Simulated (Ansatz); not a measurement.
Results of PBE-D3(BJ) (Ansatz, an electronic-structure program, PAW) for tetradymite Bi2Se3.

Numerical settings: plane-wave cutoff 520 eV, 10×10×10 k mesh, Fermi–Dirac smearing 0.01 eV, scalar-relativistic PAW data made under PBE.

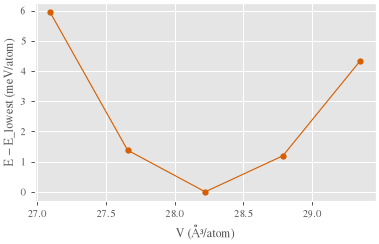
Figure. Total energy against volume

### Question
From the curve, estimate the equilibrium volume and the bulk modulus.

### Answer
V0 ≈ 28.2 Å³/atom and B0 ≈ 36 GPa; the fit gives V0 = 28.220 Å³/atom, B0 = 36.0 GPa, B′ = 11.0.

Shape and atoms are relaxed at each volume.

Note: the bulk modulus comes from volumes at which shape and atoms were relaxed.

Spin–orbit coupling is not included; it can shift volumes and moduli of such heavy elements.

Static lattice: no zero-point or thermal effects.
